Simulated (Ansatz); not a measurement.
**NaB (Fm-3m): a soft mode frozen in**

Aim: this structure of NaB (Fm-3m) is to be tested for unstable modes, and one is followed downhill.

Program: Ansatz 0.2.0. Level of theory: DFT PBEsol, scalar-relativistic, plane waves, PAW; PAW set soft_1. Results are calculated unless marked as measured.

## (1) Starting point

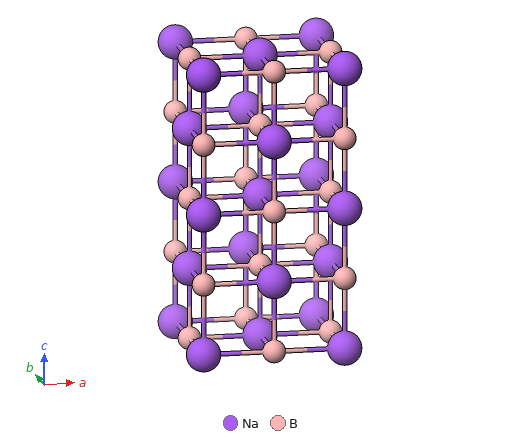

The starting structure, seen slightly off an axis (sodium purple, boron pink). 1×1×2 cells are drawn. This picture shows the conventional cell, with its axes. Some periodic images of atoms are drawn too.

## (2) Response at finite wavevector

The cell comes from relaxations at this level that are not shown. Stability and thermal properties need the whole zone. Linear response on a 4×4×4 q mesh gives force constants as far as a supercell of that size would.

Contents of input.yaml:

```yaml
crystal:
  lattice:
    - [0.0, 2.6511930787, 2.6511930787]
    - [2.6511930787, 0.0, 2.6511930787]
    - [2.6511930787, 2.6511930787, 0.0]
  atoms:
    - { symbol: Na, position: [0.0, 0.0, 0.0] }
    - { symbol: B, position: [0.5, 0.5, 0.5] }
kpoints:
  mp_grid: { grid: [16, 16, 16] }
hamiltonian:
  xc: pbesol
  pseudopotentials: { kind: paw, azcp: { folder: soft_1 }, xc_functional: pbe }
scf:
  occupations: { method: methfessel_paxton, width: 0.2 }
output:
  eigenvalues: true
phonons:
  method: dfpt
  qmesh: [4, 4, 4]
  temperatures: { t_max: 1000, t_step: 50 }
  qpath:
    path:
      - [[0.0, 0.0, 0.0], [0.5, 0.0, 0.5], [0.625, 0.25, 0.625]]
      - [[0.375, 0.375, 0.75], [0.0, 0.0, 0.0], [0.5, 0.5, 0.5], [0.5, 0.25, 0.75], [0.5, 0.0, 0.5]]
    npoints: 10
```

Launch:

```bash
$ ansatz run input.yaml --threads 4 --pin off --max-ram 10240MiB --backend cpu --events-out ev --progress --plain --runs-dir out
```

Numbers of over 12 decimals in the logs are rounded to 6 here.

The program printed:

```text
Engine: ansatz 0.2.0, aarch64-unknown-linux-gnu
Pseudopotentials: kind: paw
Pseudopotential: Na, paw, valence charge 9, recommended cutoff 420 eV (normal), soft_1/Na.paw.azcp
Pseudopotential: B, paw, valence charge 3, recommended cutoff 420 eV (normal), soft_1/B.paw.azcp
Functional definition: PBEsol
  exchange = pbesol_x
  correlation = pbesol_c
Crystal: 2 atoms, lattice volume = 37.270 Å³
Basis set: ecut = 420 eV, 725 PW (Γ), exchange–correlation on 54×54×54 points (8 copies of the dense FFT grid, shifted against one another)
Bands: 10, of which v1, the nominal top of the filled ones, is band 6 counted from 1 (5 counted from 0)
Symmetry: 48 space group operations
k-points: 145 of 4096
Non-local potential: Na, projectors of the file, l = 0: 3, l = 1: 2, l = 2: 1
Non-local potential: B, projectors of the file, l = 0: 2, l = 1: 2, l = 2: 1
PAW form: soft (Blöchl's): semilocal exchange-correlation on the pseudo side does not see the compensation charge
PAW frozen core: Na, regenerated for the run's functional, and the local potential with it (the file was generated under x = pbe(κ = 0.804, μ = 0.219515), c = pbe(β = 0.066725))
PAW frozen core: B, regenerated for the run's functional, and the local potential with it (the file was generated under x = pbe(κ = 0.804, μ = 0.219515), c = pbe(β = 0.066725))
PAW one-centre angular grid: Na, 110 points (default); XC on 64 Gauss nodes
PAW one-centre angular grid: B, 110 points (default); XC on 64 Gauss nodes
Initial density: superposition of atomic densities (chi_scale 0.1, normalization cell, long waves kept (reshape's long-wave potential 0.00 eV rms))
Initial wavefunctions: pseudopotential atomic-orbital guess
Functional: x = pbesol(κ = 0.804, μ = 0.123457), c = pbesol(β = 0.046)
SCF iter   1: F=—  HF=-1624.707550 eV  |F-HF|=—  |Δ(HF+E_count)|=         —  Δρ=1.72e-2  dr2=8.18e-2  ethr=3.10e-3  ⟨swp⟩=5.3  Hψ=7992  notcnv=0
preconditioner: auto → none  [metal: Δε(μ)=0.064 eV  Ē_g=7.985 eV  σ=0.200 eV  W_gap=0.26  n_scr=8 (ndim 8)  ℏωp=12.2 eV  f_vac=0.000  D(μ)=1.13/eV (n_scr^D=8)  sad-step TF]
SCF iter   2: F=—  HF=-1624.684135 eV  |F-HF|=—  |Δ(HF+E_count)|=   2.34e-2  S|Δr|=    0.00e0  Δρ=7.23e-3  dr2=2.02e-2  ethr=6.82e-4  ⟨swp⟩=2.0  Hψ=3050  notcnv=0
SCF iter   3: F=—  HF=-1624.677397 eV  |F-HF|=—  |Δ(HF+E_count)|=   6.74e-3  S|Δr|=    0.00e0  Δρ=1.19e-3  dr2=4.24e-4  ethr=1.68e-4  ⟨swp⟩=2.9  Hψ=2267  notcnv=0
SCF iter   4: F=—  HF=-1624.677394 eV  |F-HF|=—  |Δ(HF+E_count)|=   3.89e-6  S|Δr|=    0.00e0  Δρ=3.49e-4  dr2=1.66e-5  ethr=3.54e-6  ⟨swp⟩=2.0  Hψ=1789  notcnv=0
SCF iter   5: F=—  HF=-1624.677406 eV  |F-HF|=—  |Δ(HF+E_count)|=   1.28e-5  S|Δr|=    0.00e0  Δρ=2.50e-5  dr2=1.55e-7  ethr=1.38e-7  ⟨swp⟩=2.0  Hψ=2303  notcnv=0
SCF iter   6: F=—  HF=-1624.677407 eV  |F-HF|=—  |Δ(HF+E_count)|=   1.02e-7  S|Δr|=    0.00e0  Δρ=2.34e-6  dr2=3.24e-9  ethr=1.29e-9  ⟨swp⟩=2.8  Hψ=2143  notcnv=0  defer=2
SCF iter   7: F=—  HF=-1624.677407 eV  |F-HF|=—  |Δ(HF+E_count)|=  9.40e-10  S|Δr|=    0.00e0  Δρ=1.88e-7  dr2=1.97e-11  ethr=2.70e-11  ⟨swp⟩=1.9  Hψ=1696  notcnv=0  defer=2
SCF iter   8: F=-1624.677407 eV  HF=-1624.677407 eV  |F-HF|=6.82e-13  |Δ(HF+E_count)|=  2.05e-12  S|Δr|=    0.00e0  Δρ=1.82e-8  dr2=6.71e-14  ethr=1.00e-12  ⟨swp⟩=6.8  Hψ=6718  notcnv=0
SCF 1 converged in 8 iterations: F = -1624.677407 eV  dr2 = 6.71e-14
  greatest PAW one-centre occupation: 0.999 electrons in one spin orbital (limit 2), on the Na atom at site 0 (counted from 0), in its partial waves of l = 0
Initial density: read from a saved state, or passed on in memory by an earlier SCF of this step, an earlier step, the calling program or the single point that the run made first
iter 1 solved again at ethr=2.38e-7 eV; its pass at ethr=3.10e-3 eV (dr2=2.86e-5 eV) is discarded
SCF iter   1: F=—  HF=-1624.677406 eV  |F-HF|=—  |Δ(HF+E_count)|=         —  Δρ=1.70e-6  dr2=4.97e-10  ethr=2.38e-7  ⟨swp⟩=3.1  Hψ=12383  notcnv=0
eigensolver tolerance schedule: the retry pair's looser diagonalisation over-reported the residual by 57544.78 of it (diagonalisation noise at an unbounded share of the residual, at the tolerance the schedule requests for it); recorded, not acted on — ethr = c·dr2/N_el stays at c = 1.0e-1
preconditioner: auto → none  [metal: Δε(μ)=0.009 eV  Ē_g=8.018 eV  σ=0.200 eV  W_gap=0.04  n_scr=8 (ndim 8)  ℏωp=12.2 eV  f_vac=0.000  D(μ)=1.14/eV (n_scr^D=8)]
SCF iter   2: F=—  HF=-1624.677407 eV  |F-HF|=—  |Δ(HF+E_count)|=   1.96e-7  S|Δr|=    0.00e0  Δρ=1.48e-6  dr2=3.97e-10  ethr=4.14e-12  ⟨swp⟩=3.2  Hψ=3195  notcnv=0
SCF iter   3: F=—  HF=-1624.677407 eV  |F-HF|=—  |Δ(HF+E_count)|=  1.80e-10  S|Δr|=    0.00e0  Δρ=7.72e-7  dr2=1.05e-10  ethr=3.31e-12  ⟨swp⟩=2.0  Hψ=2271  notcnv=0
SCF iter   4: F=—  HF=-1624.677407 eV  |F-HF|=—  |Δ(HF+E_count)|=  5.05e-11  S|Δr|=    0.00e0  Δρ=3.62e-7  dr2=2.25e-11  ethr=1.00e-12  ⟨swp⟩=2.5  Hψ=2319  notcnv=0
SCF iter   5: F=—  HF=-1624.677407 eV  |F-HF|=—  |Δ(HF+E_count)|=  4.55e-12  S|Δr|=    0.00e0  Δρ=2.99e-7  dr2=1.56e-11  ethr=1.00e-12  ⟨swp⟩=3.0  Hψ=4346  notcnv=0
SCF iter   6: F=-1624.677407 eV  HF=-1624.677407 eV  |F-HF|=7.05e-12  |Δ(HF+E_count)|=  5.23e-12  S|Δr|=    0.00e0  Δρ=1.98e-7  dr2=6.41e-12  ethr=1.00e-12  ⟨swp⟩=1.0  Hψ=3480  notcnv=0
SCF 2 converged in 6 iterations: F = -1624.677407 eV  dr2 = 6.41e-12
phonons: the bands overlap, so this run is a metal and interpolates without the dipole-dipole term. If the crystal is really an insulator or semiconductor, its LO-TO splitting is missing
NSCF: frozen V_eff on 145 k-points
WARN: eigensolver did not converge in 2 slots of this pass, the one above among them; of largest residual over every band (k=9): 1 band(s) unlocked (lowest unlocked band 9, counted from 0; max residual 4.66e-6 eV among the unlocked bands, 4.66e-6 eV over every band); of lowest unlocked band (k=9): band 9
NSCF: frozen V_eff on 349 k-points
DFPT response loops at q = (0, 0, 0) (fractional): preconditioner auto → Kerker (q_TF=auto, 2.259 Å⁻¹) (partly filled bands, converged f_vac=0.000); β = 1.00, the filter's whole step (`scf.mixing.beta` (0.50) is not read by the response loops under this deck's `scf.mixing.preconditioner`; to damp them name `kerker` or `kerker_dos`, under which they read `scf.mixing.beta`, and type it under 1.00, their step now; both keys bind the ground state too); Broyden in place of MSR1
NSCF: frozen V_eff on 4352 k-points
DFPT response loops at q = (0, 0, 0.25) (fractional): mixed as the last ones told, above
NSCF: frozen V_eff on 2196 k-points
DFPT response loops at q = (0, 0, -0.5) (fractional): mixed as the last ones told, above
NSCF: frozen V_eff on 2320 k-points
DFPT response loops at q = (0, 0.25, 0.25) (fractional): mixed as the last ones told, above
NSCF: frozen V_eff on 8192 k-points
DFPT response loops at q = (0, 0.25, -0.5) (fractional): mixed as the last ones told, above
NSCF: frozen V_eff on 4352 k-points
DFPT response loops at q = (0, 0.25, -0.25) (fractional): mixed as the last ones told, above
NSCF: frozen V_eff on 1242 k-points
DFPT response loops at q = (0, -0.5, -0.5) (fractional): mixed as the last ones told, above
NSCF: frozen V_eff on 2320 k-points
DFPT response loops at q = (0.25, -0.5, -0.25) (fractional): mixed as the last ones told, above
SCF converged after 8 iterations
Stability not checked: this state was not tested for a lower state beside it, because cold or Methfessel-Paxton smearing, or corrected tetrahedra, fill the levels in a way that the test cannot read (fill_not_monotonic; see scf.lower_state_search)
Free energy (F): -1624.677407 eV
Harris-Foulkes:  -1624.677407 eV  (|F-HF|=6.82e-13)
Internal energy: -1624.676225 eV  (E = F + TS)
E sigma→0 (E₀):  -1624.677111 eV
Entropy (-TS):   -0.001182 eV (-0.591 meV/atom)
Fermi energy:    2.816736 eV
--- Per-component energies (eV) ---
  E_band       = -217.568183
  E_kinetic    = 148.880713
  E_local      = -1526.456776  (includes V_loc(G=0)·N_el)
  E_nonlocal   = 291.696885
  E_hartree    = 523.765948
  E_xc         = -64.149663
  E_vxc        = -79.273811  (∫ρ·V_xc dr)
  E_paw        = -358.281323  (= ΣΔE_a)
  E_vpaw       = -99.947112  (= ΣTr[D̂ρ^β])
  E_aug_tail   = 0.000016  (compensation charges beyond the density's cutoff)
  E_ewald      = -640.201429
  E_core_change = 0.069405  (= ΣΔE_core)
  E_smearing   = -0.001182  (= −TS)
  E_closure    = 0.000000  (closes the sum)
  Σ components = -1624.677407   (vs F -1624.677407, Δ=0.00e0)
--- Band table (eV; the first three rows and the last of 145) ---
  k-point 0: bands = ["-47.9449", "-20.0322", "-20.0322", "-20.0322", "-4.4476", "5.3080", "5.3080", "5.3080", "10.6094", "13.0965"]
  k-point 1: bands = ["-47.9449", "-20.0341", "-20.0324", "-20.0324", "-4.3980", "5.1158", "5.2784", "5.2784", "10.7225", "12.7582"]
  k-point 2: bands = ["-47.9446", "-20.0395", "-20.0329", "-20.0329", "-4.2510", "4.6006", "5.1967", "5.1967", "10.9345", "12.3001"]
  k-point 144: bands = ["-47.9420", "-20.0623", "-20.0623", "-20.0496", "-1.7720", "2.2332", "2.2332", "3.3064", "11.6109", "12.0808"]
--- Phonons (Γ-DFPT): 2 representative perturbations + reference (Σ response iterations 6) ---
  ASR residual: 2.959e-5 → 0.000e0 eV/Å²; symmetrization residual: 5.689e-8 eV/Å²
  ASR residual per site (eV/Å²): 2.96e-5 2.07e-6
  Γ frequencies (cm⁻¹): 0.00 0.00 0.00 306.48 306.48 306.48
--- Phonons (arbitrary-q DFPT): 8 irreducible q on the 4×4×4 mesh ---
  q = [0.0000, 0.0000, 0.0000] (star 1, of the zone-centre solve; hermiticity 4.48e-8, symmetrization 2.95e-13): -0.00 0.00 0.00 306.48 306.48 306.48
  q = [0.0000, 0.0000, 0.2500] (star 8, 2 solved perturbations on 2176 of 4096 k-point pairs; hermiticity 2.17e-7, symmetrization 1.24e-12): 65.87 109.70 109.70 265.24 283.51 283.51
  q = [0.0000, 0.0000, -0.5000] (star 4, 2 solved perturbations on 1098 of 4096 k-point pairs; hermiticity 8.09e-14, symmetrization 8.83e-13): -39.16 182.26 182.26 198.92 236.86 236.86
  q = [0.0000, 0.2500, 0.2500] (star 6, 4 solved perturbations in 3616 linear systems a pass and spin channel, the states on 1160 of 4096 k-point pairs; hermiticity 2.15e-7, symmetrization 6.07e-13): -77.80 -77.80 183.10 216.15 302.64 302.64
  q = [0.0000, 0.2500, -0.5000] (star 24, 4 solved perturbations in 12544 linear systems a pass and spin channel, the states on 4096 of 4096 k-point pairs; hermiticity 2.67e-7, symmetrization 8.33e-13): -147.72 53.86 55.71 252.06 278.90 280.97
  q = [0.0000, 0.2500, -0.2500] (star 12, 4 solved perturbations in 6672 linear systems a pass and spin channel, the states on 2176 of 4096 k-point pairs; hermiticity 3.25e-7, symmetrization 6.81e-13): -113.75 145.40 181.05 193.69 240.80 300.34
  q = [0.0000, -0.5000, -0.5000] (star 3, 4 solved perturbations in 1940 linear systems a pass and spin channel, the states on 621 of 4096 k-point pairs; hermiticity 1.38e-7, symmetrization 7.81e-13): -209.70 -133.54 -133.54 282.57 304.16 304.16
  q = [0.2500, -0.5000, -0.2500] (star 6, 4 solved perturbations in 3498 linear systems a pass and spin channel, the states on 1160 of 4096 k-point pairs; hermiticity 1.04e-7, symmetrization 1.32e-12): -174.58 -174.58 187.02 207.90 288.37 288.37
  sum rule: each row above includes the acoustic sum rule's correction from the zone centre's row sums; it moved no ω² by more than (0.59 cm⁻¹)²
  mesh force constants: q→R imaginary residual 8.40e-18; ASR residual 2.959e-5 → 0.000e0 eV/Å²; symmetrization residual 2.887e-15 eV/Å²
  interpolated dispersion: 62 rows × 6 modes
  density of states and harmonic sums: on the 20×20×20 q-mesh, interpolated from the force constants of a 4×4×4 supercell (no non-analytic term)
  largest difference from the sums on the solved wave vectors: F 8.02e-2 eV, S 1.09e-4 and C_V 2.97e-5 eV/K
  zero-point energy: 0.060855 eV/cell   skipped modes (ω ≤ 0): 389, of them read as no rigid motion or as one in doubt: 386 (1.523e0 modes/cell left out, lowest -209.70 cm⁻¹)   left out of the sums: 2.54e-1 of the cell's modes: C_V's classical limit lies that fraction below 3 k_B per atom; for a crystal, a wire or a layer, F and S can be off by more, and a phonons.interpolated_qmesh denser along its periods is the remedy for the sampling
```

Elapsed: 3.8 min, on 4 threads of Arm Neoverse V2, shared host; peak memory 3.2 GiB; 15 min of CPU time.

The column dr2 measures how far the density is from self-consistency, as an energy; F and HF (Harris–Foulkes) agree once it is small.

This step gave:

| Property | Result |
| --- | --- |
| volume per atom | 18.63 Å³ |
| gap on the k-mesh | 0 eV |
| sum-rule residual before enforcement | 2.96e-5 eV/Å² |
| lowest frequency on the path | -209.7 cm⁻¹ |
| point group | m-3m |
| highest frequency on the path or at a solved wavevector | 306.5 cm⁻¹ |
| highest optical mode at the zone centre (no LO-TO term) | 306.5 cm⁻¹ |
| lowest optical zone-centre mode | 306.5 cm⁻¹ |
| lowest mode on the q mesh (acoustic modes at Γ apart) | -209.7 cm⁻¹ |

Frequencies (cm⁻¹) solved at each irreducible wavevector; negative means imaginary. Frequencies by wavevector, by row:

```csv
q in reciprocal lattice units,star,mode 1,mode 2,mode 3,mode 4,mode 5,mode 6
0 0 0,1,0,0,0,306.5,306.5,306.5
0 0 0.25,8,65.9,109.7,109.7,265.2,283.5,283.5
0 0 -0.5,4,-39.2,182.3,182.3,198.9,236.9,236.9
0 0.25 0.25,6,-77.8,-77.8,183.1,216.2,302.6,302.6
0 0.25 -0.5,24,-147.7,53.9,55.7,252.1,278.9,281
0 0.25 -0.25,12,-113.8,145.4,181.1,193.7,240.8,300.3
0 -0.5 -0.5,3,-209.7,-133.5,-133.5,282.6,304.2,304.2
0.25 -0.5 -0.25,6,-174.6,-174.6,187,207.9,288.4,288.4
```

Interpolated from a 4×4×4 q mesh. Phonon branches along the path, in cm⁻¹:

| point | branch 1 | branch 2 | branch 3 | branch 4 | branch 5 | branch 6 |
| --- | --- | --- | --- | --- | --- | --- |
| Γ | 0 | 0 | 0 | 306 | 306 | 306 |
| X | -210 | -134 | -134 | 283 | 304 | 304 |
| U | -186 | -89 | -8 | 264 | 281 | 286 |
| jump to K | -186 | -89 | -8 | 264 | 281 | 286 |
| Γ | 0 | 0 | 0 | 306 | 306 | 306 |
| L | -39 | 182 | 182 | 199 | 237 | 237 |
| W | -175 | -175 | 187 | 208 | 288 | 288 |
| X | -210 | -134 | -134 | 283 | 304 | 304 |

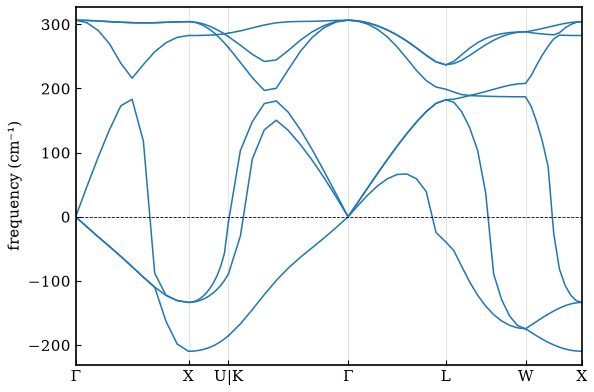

Phonon branches along the path.

Symmetry leaves 8 wavevectors to solve. The lowest mode among them, the acoustic zeros apart, lies at q = (0, -0.5, -0.5) and is imaginary, 209.7i cm⁻¹, so the energy falls along it.

## (3) The mode frozen in, largest atomic shift 0 Å

The mode followed lies at q = (0.25, -0.5, -0.25) with frequency 174.6i cm⁻¹ and is 2-fold degenerate, one of the unstable modes though not the softest. At small amplitude the distorted cell has space group no. 70 by a symmetry search on the positions. The undistorted cell that holds it gives the zero of energy on the same k mesh.

System of this step: NaB. It takes space group Fm-3m (No. 225, cubic). The conventional cell has a = 5.302 Å, b = 5.302 Å, c = 5.302 Å, α = 90.00°, β = 90.00°, γ = 90.00°. Nearest to Na lie 6 B at 2.65 Å. Nearest to B lie 6 Na at 2.65 Å. Farther neighbours are not listed.

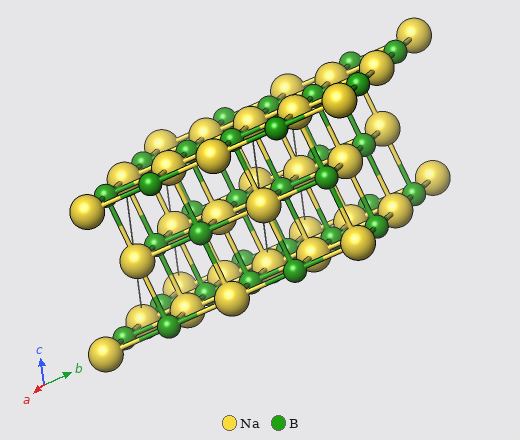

The cell of this step (sodium yellow, boron green). 2×2×1 cells are drawn. Some periodic images of atoms are drawn too.

input.yaml, the sections that differ from step 2:

```yaml
crystal:
  lattice:
    - [0.0, 0.0, -5.3023861574]
    - [5.3023861574, 0.0, 0.0]
    - [2.6511930787, -5.3023861574, -2.6511930787]
  atoms:
    - { symbol: Na, position: [0.5, 0.5, 0.0] }
    - { symbol: Na, position: [0.0, 0.0, 0.0] }
    - { symbol: Na, position: [0.25, 0.75, 0.5] }
    - { symbol: Na, position: [0.75, 0.25, 0.5] }
    - { symbol: B, position: [0.5, 0.0, 0.0] }
    - { symbol: B, position: [0.0, 0.5, 0.0] }
    - { symbol: B, position: [0.25, 0.25, 0.5] }
    - { symbol: B, position: [0.75, 0.75, 0.5] }
kpoints:
  mp_grid: { grid: [8, 8, 8] }
output:
  forces: true
  stress: true
  eigenvalues: true
# hamiltonian, scf: as in step 2
# phonons: removed
```

The program printed:

```text
[...]
Crystal: 8 atoms, lattice volume = 149.078 Å³
Basis set: ecut = 420 eV, 2913 PW (Γ), exchange–correlation on 72×72×90 points (8 copies of the dense FFT grid, shifted against one another)
Bands: 32, of which v1, the nominal top of the filled ones, is band 24 counted from 1 (23 counted from 0)
Symmetry: 64 space group operations
[...]
k-points: 59 of 512
[...]
k-point 0: bands = [... 20 lower, 1.2919, 2.2332, 2.2332, 2.2332, 2.2332, 3.3056, 3.3056, 3.8370, ... 4 higher]
  k-point 1: bands = [... 20 lower, 1.4906, 1.8320, 1.8320, 2.7145, 2.7145, 3.3780, 3.3780, 3.8795, ... 4 higher]
  k-point 2: bands = [... 20 lower, 1.5351, 1.5351, 1.9854, 3.2247, 3.2247, 3.5593, 3.5593, 4.0043, ... 4 higher]
  k-point 58: bands = [... 20 lower, 1.3032, 1.3032, 1.3032, 1.3032, 4.0395, 4.0395, 4.0395, 4.0395, ... 4 higher]
[key lines of the parts left out:]
SCF converged after 7 iterations
Free energy (F): -6498.707405 eV
Fermi energy:    2.808532 eV
P = ⅓ Tr σ = -0.0012 GPa (-0.012 kbar)
```

Elapsed: 2.8 s, on 4 threads; peak memory 0.53 GiB; 11 s of CPU time.

Numbers from this step:

```
pressure                         : -0.001226 GPa
energy from the undistorted cell : 0 meV/atom
```

The run ends at a pressure of 0.00 GPa.

## (4) The mode frozen in, largest atomic shift 0.6 Å

The atoms are moved along the unstable eigenvector, the largest shift by 0.6 Å, with the cell fixed.

input.yaml, the sections that differ from step 3:

```yaml
crystal:
  lattice:
    - [0.0, 0.0, -5.3023861574]
    - [5.3023861574, 0.0, 0.0]
    - [2.6511930787, -5.3023861574, -2.6511930787]
  atoms:
    - { symbol: Na, position: [0.5449451482, 0.4550548518, 0.0] }
    - { symbol: Na, position: [-0.0449451482, 0.0449451482, 0.0] }
    - { symbol: Na, position: [0.2949451482, 0.7050548518, 0.5] }
    - { symbol: Na, position: [0.7050548518, 0.2949451482, 0.5] }
    - { symbol: B, position: [0.4199861994, -0.0800138006, 0.0] }
    - { symbol: B, position: [0.0800138006, 0.5800138006, 0.0] }
    - { symbol: B, position: [0.1699861994, 0.1699861994, 0.5] }
    - { symbol: B, position: [0.8300138006, 0.8300138006, 0.5] }
# kpoints, hamiltonian, scf, output: as in step 3
```

The program printed:

```text
[...]
Crystal: 8 atoms, lattice volume = 149.078 Å³
Basis set: ecut = 420 eV, 2913 PW (Γ), exchange–correlation on 72×72×90 points (8 copies of the dense FFT grid, shifted against one another)
Bands: 32, of which v1, the nominal top of the filled ones, is band 24 counted from 1 (23 counted from 0)
Symmetry: 8 space group operations
[...]
k-points: 95 of 512
[...]
k-point 0: bands = [... 20 lower, 1.1421, 1.9905, 2.0672, 2.6069, 2.7086, 2.9225, 3.2187, 4.5205, ... 4 higher]
  k-point 1: bands = [... 20 lower, 1.3094, 1.8145, 1.9897, 2.8140, 2.8488, 3.0771, 3.2977, 4.5191, ... 4 higher]
  k-point 2: bands = [... 20 lower, 1.4905, 1.5734, 2.1395, 3.1047, 3.2587, 3.3766, 3.5063, 4.4977, ... 4 higher]
  k-point 94: bands = [... 20 lower, 0.7765, 0.7765, 2.3044, 2.3044, 3.2923, 3.2923, 4.8553, 4.8553, ... 4 higher]
[key lines of the parts left out:]
SCF converged after 8 iterations
Free energy (F): -6500.284894 eV
Fermi energy:    2.897320 eV
P = ⅓ Tr σ = -3.1195 GPa (-31.195 kbar)
```

Elapsed: 5 s, on 4 threads; peak memory 0.62 GiB; 19 s of CPU time.

This step gave:

```
pressure                         : -3.120 GPa
energy from the undistorted cell : -197.2 meV/atom
```

The energy, extrapolated to zero smearing, is -197.17 meV/atom against the undistorted cell.

The run ends at a pressure of -3.12 GPa, with forces up to 1.4 eV/Å.

[end of part 1 of 3]

[Logs are printed without paths, hosts, clocks, repeated set-up lines and the standing remarks that a program may print on its own settings, such as how far it seeks lower states.]

[Hosts, paths, dates, database ids (printed as entryN), source tags and the programs' standing remarks are cut or masked in the printed files.]
